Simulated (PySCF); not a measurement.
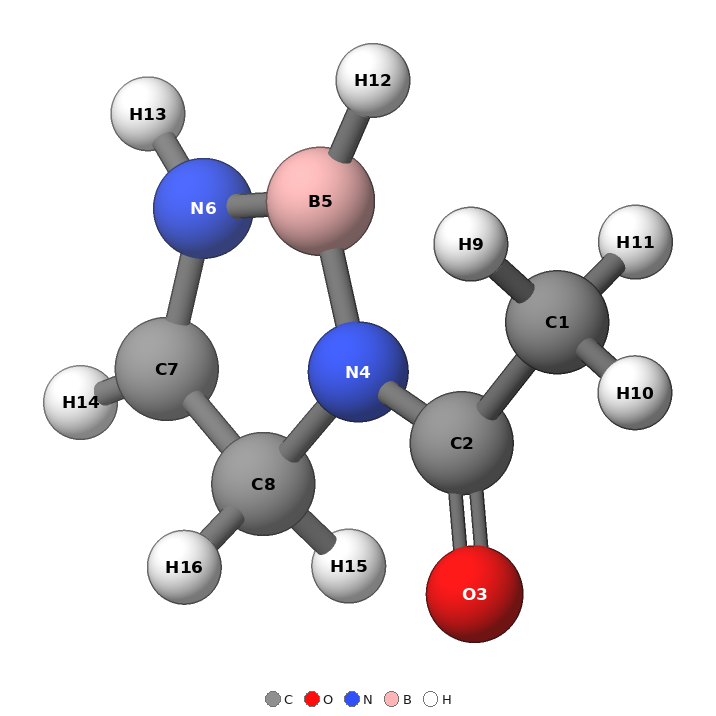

State: neutral, doublet. Computed geometry: GFN2-xTB optimisation. No frequency run is at hand to confirm it as a minimum. Level of theory: UKS B3LYP, pcH-1 on B C H N O, non-relativistic (PySCF 2.14.0). Fermi-contact and spin-dipolar terms alone, no spin-orbit part.

**Which nucleus has the largest dipolar (anisotropic) hyperfine coupling?**

13C at C7: principal values −71.3, −70.3, 141.6 MHz.

List the isotropic and dipolar parts for the most strongly coupled nuclei, one of each equivalent set.

| atom | isotope | a_iso (MHz) | dipolar part (MHz) |
| --- | --- | --- | --- |
| C7 | 13C | 73.6 | −71.3, −70.3, 141.6 |
| H14 | 1H | −59.9 | −34.8, 1.3, 33.4 |
| B5 | 11B | 4.3 | −8.3, −4.7, 13.0 |
| H13 | 1H | −6.3 | −5.9, −4.3, 10.2 |
| N6 | 14N | −3.7 | −4.8, −4.1, 8.9 |
| H15 | 1H | 116.9 | −4.1, −3.2, 7.3 |
| H12 | 1H | −11.2 | −5.3, −1.0, 6.3 |
| O3 | 17O | −0.7 | −4.0, 1.8, 2.2 |

The geometry is semi-empirical. Around B such bond lengths and angles can be off by a tenth of an ångström or more and by several degrees, and values that hang on the shape move with them.
